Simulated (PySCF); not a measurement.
**One shape, several levels: AlSiNH6O (SMILES O[SiH2][NH][AlH2])**

Wanted: a comparison of 5 runs (HF/STO-3G, HF/3-21G, B3LYP/6-31G*, PBE0/6-31+G*, PBE0/def2-SVP) of AlSiNH6O. The job is set up through a Python script.

Program for the calculation: PySCF 2.14.0.

### 1 The system as given

AlSiNH6O: 10 atoms, total charge 0, spin state singlet. SMILES: `O[SiH2][NH][AlH2]`. Geometry: relaxed at PBE0-D4/def2-TZVP. This is one conformer, not always the lowest.

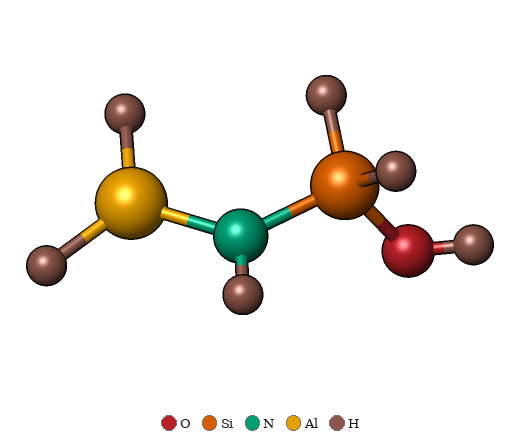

The structure, seen from a chosen angle (oxygen red, silicon orange, nitrogen teal, aluminium amber, hydrogen brown).

### 2 Energy and gradient at HF/STO-3G (run 1)

Contents of calc.py:

```python
from pyscf import gto

molecule = gto.M(
    atom=[
    ('O', (-1.817400, -0.693800, -1.056500)),
    ('Si', (-0.576600, 0.373900, -0.851600)),
    ('N', (0.693300, -0.382300, 0.009600)),
    ('Al', (1.233300, -0.094800, 1.686300)),
    ('H', (-2.399800, -0.547900, -1.803100)),
    ('H', (-1.000200, 1.543800, -0.039500)),
    ('H', (-0.142800, 0.831300, -2.203200)),
    ('H', (1.159400, -1.127800, -0.493000)),
    ('H', (0.508400, 1.030600, 2.525200)),
    ('H', (2.425400, -0.984200, 2.228700)),
],
    verbose=4,
    spin=0,
    basis='sto-3g',
    max_memory=1860,
)

calc0 = molecule.RHF()
calc0.conv_tol = 1e-10
calc0.kernel()
if not calc0.converged:
    calc0 = calc0.newton().run(calc0.mo_coeff, calc0.mo_occ)

e_tot = calc0.e_tot
print('E = %.10f Eh' % e_tot)
grad = calc0.nuc_grad_method().kernel()
calc0.analyze()
```

Started as:

```sh
$ OMP_NUM_THREADS=1 python calc.py
```

Log:

```text
PySCF version 2.14.0

[... 62 lines left out ...]
converged SCF energy = -655.743453494244
[... 22 lines left out ...]
MO #2   energy= -57.7880812275044  occ= 2
[... 7 lines left out ...]
MO #10  energy= -2.94299210711717  occ= 2
[... 7 lines left out ...]
MO #18  energy= -0.466821484197988 occ= 2
[... 7 lines left out ...]
MO #26  energy= 0.43565049766426   occ= 0
[... 7 lines left out ...]
MO #34  energy= 0.82529546721277   occ= 0
[... 47 lines left out ...]
Dipole moment(X, Y, Z, Debye):  0.40080,  0.50888, -0.73193
```

It took 4.5 s on 1 thread of Intel Xeon at 2.50GHz (Skylake/Cascade Lake), shared host; peak memory 0.12 GiB.

### 3 Energy and forces at HF/3-21G (run 2)

Contents of job.py:

```python
# O[SiH2][NH][AlH2]
from pyscf import gto

system = gto.M(
    atom='''
O   -1.817400  -0.693800  -1.056500
Si  -0.576600   0.373900  -0.851600
N    0.693300  -0.382300   0.009600
Al   1.233300  -0.094800   1.686300
H   -2.399800  -0.547900  -1.803100
H   -1.000200   1.543800  -0.039500
H   -0.142800   0.831300  -2.203200
H    1.159400  -1.127800  -0.493000
H    0.508400   1.030600   2.525200
H    2.425400  -0.984200   2.228700
''',
    verbose=4,
    max_memory=1860,
    basis='3-21g',
)

calc0 = system.RHF()
calc0.conv_tol = 1e-10
calc0.kernel()
if not calc0.converged:
    calc0 = calc0.newton().run(calc0.mo_coeff, calc0.mo_occ)

etot = calc0.e_tot
print('E = %.10f Eh' % etot)
grad = calc0.nuc_grad_method().kernel()
calc0.analyze()
```

Started as:

```sh
$ OMP_NUM_THREADS=1 python job.py
```

Log:

```text
PySCF version 2.14.0

[... 86 lines left out ...]
MO #1   energy= -68.3427181080328  occ= 2
[... 10 lines left out ...]
MO #12  energy= -3.16447029306769  occ= 2
[... 10 lines left out ...]
MO #23  energy= -0.421998033360247 occ= 2
[... 10 lines left out ...]
MO #34  energy= 0.336551671582878  occ= 0
[... 10 lines left out ...]
MO #45  energy= 1.3437478762824    occ= 0
[... 10 lines left out ...]
MO #56  energy= 3.16844292921406   occ= 0
[... 69 lines left out ...]
Dipole moment(X, Y, Z, Debye):  0.16891,  0.25094, -1.69407
```

Run time: 4.8 s. Hardware: 1 thread of Intel Xeon at 2.50GHz (Skylake/Cascade Lake), shared host; peak memory 0.13 GiB.

Runs 3 to 4 aren't shown in full; the table further down has their settings and results.

### 4 Energy and forces at PBE0/def2-SVP (run 5)

Contents of run.py:

```python
import pyscf.grad
from pyscf import gto, dft

molecule = gto.M(
    atom='''
O     -3.434388    -1.311092    -1.996496
Si    -1.089616     0.706569    -1.609291
N      1.310147    -0.722442     0.018141
Al     2.330599    -0.179146     3.186645
H     -4.534965    -1.035381    -3.407365
H     -1.890104     2.917359    -0.074644
H     -0.269853     1.570929    -4.163445
H      2.190948    -2.131233    -0.931635
H      0.960737     1.947552     4.771936
H      4.583342    -1.859868     4.211633
''',
    max_memory=1860,
    unit='bohr',
    spin=0,
    basis='def2-svp',
    verbose=3,
)

mf = dft.RKS(molecule, xc='pbe0')
mf.conv_tol = 1e-10
mf.grids.level = 5
mf.kernel()
if not mf.converged:
    mf = mf.newton().run(mf.mo_coeff, mf.mo_occ)

e_tot = mf.e_tot
print(f'total energy: {e_tot:.8f} hartree')
grad = mf.Gradients().kernel()
mf.analyze()
```

Started as:

```sh
$ OMP_NUM_THREADS=1 python run.py
```

Log:

```text
converged SCF energy = -664.933399176608
[... 23 lines left out ...]
MO #14  energy= -0.840489185735534 occ= 2
[... 15 lines left out ...]
MO #30  energy= 0.112261443336692  occ= 0
[... 15 lines left out ...]
MO #46  energy= 0.506105667817206  occ= 0
[... 15 lines left out ...]
MO #62  energy= 1.07095149499884   occ= 0
[... 15 lines left out ...]
MO #78  energy= 1.97029304445632   occ= 0
[... 15 lines left out ...]
MO #94  energy= 3.71790166018592   occ= 0
[... 11 lines left out ...]
Dipole moment(X, Y, Z, Debye): -0.01415, -0.23186, -1.50151
```

Wall time 57 s (1 thread of Intel Xeon at 2.50GHz (Skylake/Cascade Lake), shared host); peak memory 0.93 GiB.

### 5 All runs side by side

```
run                               level  Cartesian functions  integration grid  energy (Eh)  dipole moment (D)  HOMO energy (eV)  LUMO energy (eV)  wall time
  1                           HF/STO-3G                   no                 –  -655.743453               0.98             -7.59              9.61      4.5 s
  2                            HF/3-21G                   no                 –  -660.154096               1.72            -10.91              1.97      4.8 s
  3  B3LYP/6-31G* (Cartesian functions)                  yes                 5  -665.593160               1.56             -7.53             -0.96       59 s
  4  PBE0/6-31+G* (spherical functions)                   no                 5  -665.166936               1.42             -7.99             -0.96       67 s
  5                       PBE0/def2-SVP                   no                 5  -664.933399               1.52             -7.88             -0.77       57 s
```

### 6 Summary of results

```
                       quantity          value
            run 5: total energy  -664.93340 Eh
           run 5: dipole moment         1.52 D
             run 5: HOMO energy       -7.88 eV
             run 5: LUMO energy       -0.77 eV
           run 5: HOMO–LUMO gap        7.11 eV
run 5: largest force on an atom     0.542 eV/Å
```

What this shows: The dipole moment (its size) runs from 0.98 D (HF/STO-3G) to 1.72 D (HF/3-21G). The HOMO–LUMO gap runs from 6.57 eV (B3LYP/6-31G*) to 17.20 eV (HF/STO-3G). The two ends differ in method and basis. Totals of different functionals can't be ranked against each other. In run 1 the basis is minimal, so the values are rough. All runs together took 3.2 min, the longest 67 s.
